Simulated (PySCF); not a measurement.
```yaml
atoms:
  - { symbol: C, position_ang: [-1.3198, 2.0300, -0.0896] }
  - { symbol: C, position_ang: [-0.7065, 0.9963, -0.0465] }
  - { symbol: C, position_ang: [0.0111, -0.2466, 0.0070] }
  - { symbol: N, position_ang: [-0.4750, -1.4005, 0.0575] }
  - { symbol: C, position_ang: [1.4250, -0.0319, -0.0040] }
  - { symbol: N, position_ang: [2.5474, 0.1840, -0.0146] }
  - { symbol: H, position_ang: [-1.4788, -1.5265, 0.0632] }
```

Geometry: GFN2-xTB.

The calculation used UKS B3LYP, pcH-1 on C H N, non-relativistic, mean-field spin-orbit, GIAO (PySCF).

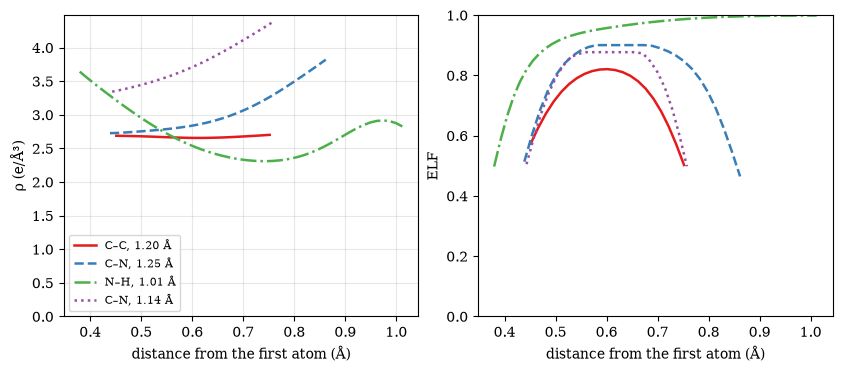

C$_{4}$HN$_{2}$ (SMILES [H]/N=C(\C#[C])C#N) (doublet). Electron density and electron localisation function along straight lines between neighbouring atoms. The curves leave out the atomic cores.

What kind of bonding do the profiles show?

C–C (1.20 Å): ρ is about 2.7 e/Å³ halfway; the ELF peaks at about 0.80 between the atoms: a short, multiple covalent bond.
C–N (1.25 Å): ρ is about 2.9 e/Å³ halfway; the ELF peaks at about 0.90 between the atoms: a multiple bond.
N–H (1.01 Å): ρ at the midpoint is about 2.9 e/Å³; the ELF climbs to about 1 towards the hydrogen, as it does in any bond to H; an ordinary covalent bond to hydrogen.
C–N (1.14 Å): the density is about 3.6 e/Å³ at the midpoint; the ELF peaks at about 0.90 between the atoms: a multiple bond.
